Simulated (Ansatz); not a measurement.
The calculation's input:

```
crystal:
  lattice:
    - [0.0, 5.629834591, 5.629834591]
    - [5.629834591, 0.0, 5.629834591]
    - [5.629834591, 5.629834591, 0.0]
  atoms:
    - { symbol: Li, position: [0.25, 0.25, 0.25] }
    - { symbol: Li, position: [0.75, 0.75, 0.75] }
    - { symbol: Sc, position: [0.0, 0.0, 0.0] }
    - { symbol: Cu, position: [0.5, 0.5, 0.5] }
    - { symbol: C, position: [0.7967686548, 0.2032313452, 0.2032313452] }
    - { symbol: C, position: [0.2032313452, 0.7967686548, 0.2032313452] }
    - { symbol: C, position: [0.2032313452, 0.2032313452, 0.7967686548] }
    - { symbol: C, position: [0.2032313452, 0.7967686548, 0.7967686548] }
    - { symbol: C, position: [0.7967686548, 0.2032313452, 0.7967686548] }
    - { symbol: C, position: [0.7967686548, 0.7967686548, 0.2032313452] }
    - { symbol: "N", position: [0.6926887023, 0.3073112977, 0.3073112977] }
    - { symbol: "N", position: [0.3073112977, 0.6926887023, 0.3073112977] }
    - { symbol: "N", position: [0.3073112977, 0.3073112977, 0.6926887023] }
    - { symbol: "N", position: [0.3073112977, 0.6926887023, 0.6926887023] }
    - { symbol: "N", position: [0.6926887023, 0.3073112977, 0.6926887023] }
    - { symbol: "N", position: [0.6926887023, 0.6926887023, 0.3073112977] }
basis:
  ecutwfc: 420
kpoints:
  mp_grid: { grid: [6, 6, 6] }
hamiltonian:
  xc: pbe
scf:
  occupations: { method: gaussian, width: 0.01 }
output:
  forces: true
  stress: true
  eigenvalues: true
  write_density: true
  write_potential: true
  elf: true
  volumetric_format: npy
relax:
  adjacent_minimum: "off"
  f_tol: 0.01
  max_steps: 80
  cell: { stress_tol: 0.05 }
```

Command:

```sh
ansatz run input.yaml --threads 1 --pin off --max-ram 2560MiB --backend cpu --events-out ev --progress --plain --runs-dir out
```

Below, planes, directions and counts refer to the conventional cell (a = 11.30 Å, b = 11.30 Å, c = 11.30 Å, α = 90.00°, β = 90.00°, γ = 90.00°).

The fields are those of the run's last geometry, not of the input's.

Space group Fm-3m; a structure generated by program, which may or may not match a known phase; computed without spin polarisation.

These are results of DFT PBE, scalar-relativistic, plane waves, PAW (Ansatz 0.2.0), not measurements.

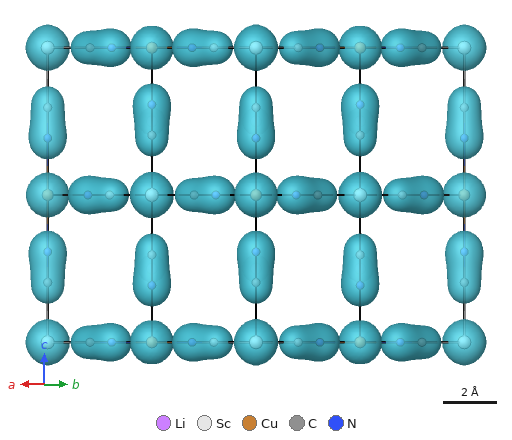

Li2ScCuC6N6. Isosurface of the valence pseudo-density at 0.8 e/Å³ (cyan), seen along [110]. Sticks mark near contacts.

The density is the valence pseudo-density of a PAW calculation; it isn't the true density close to the nuclei.

Question: What does this surface tell about the bonding?

Answer: At this value the density breaks into separate islands; it holds about 65 % of the electrons treated as valence (semicore included). It bridges the sampled C–N (1.17 Å) contacts, where the density stays above the isovalue. It is pinched off along the sampled Cu–N (2.18 Å), Sc–C (2.29 Å) and Li–C (4.03 Å) contacts. On the grid the lowest density along these lines, outside the cores, is 3.4 e/Å³ (C–N, 1.17 Å), 0.39 e/Å³ (Cu–N, 2.18 Å), 0.41 e/Å³ (Sc–C, 2.29 Å) and 0.002 e/Å³ (Li–C, 4.03 Å).
